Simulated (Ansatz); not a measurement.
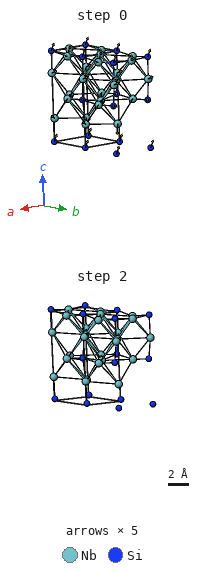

The structure of solid Nb4Si (a generated structure, set up in P1) (coarse preliminary run) before (top) and after (bottom) a relaxation, at one scale. The orange arrows give the displacements (the part carried along by the change of the cell is left out), 5 times their true length.

The picture is a ball-and-stick view of the cell of the calculation, repeated 1 × 2 × 1 with one cell outlined, seen from a free direction.

Computed with DFT PBE, scalar-relativistic, plane waves, PAW in Ansatz. (plane-wave cutoff 420 eV; k-point mesh 6 × 6 × 4; occupations gaussian; smearing width 0.2 eV; no spin polarisation; cell and atoms relaxed; force threshold 0.025 eV/Å; at most 60 steps)

> Summarise the run.

The run was cut off at its time limit before the relaxation converged, so the last structure is only a point on the way. The energy falls by 146 meV per atom in 2 geometry steps. Largest force component: 3.9 eV/Å at the start, 0.8 eV/Å at the end. Pressure: 3.34 GPa at the start and −0.10 GPa at the end. A Nb atom moves most relative to the cell: 0.31 Å along [−1 −2 −2]. Largest moves by element: Nb 0.31 Å, Si 0.19 Å. The drawn cell changes as follows: a 4.700 → 4.676 Å (−0.5 %), b 4.561 → 4.674 Å (+2.5 %), c 9.338 → 9.330 Å (−0.1 %), α 89.7° → 85.8°, β 87.5° → 82.2°, γ 89.9° → 90.2°; the volume changes by +0.7 %. Among the contacts that change: Nb–Nb 3.378 → 3.858 Å, Nb–Nb 3.461 → 3.785 Å, Nb–Nb 3.035 → 3.353 Å, Nb–Nb 3.251 → 3.550 Å. Among the angles between lasting bonds that change: Nb–Si–Nb 100.3° → 111.6°, Nb–Si–Nb 92.9° → 104.1°, Nb–Si–Nb 168.2° → 160.2°. The space group stays P1 (No. 1).
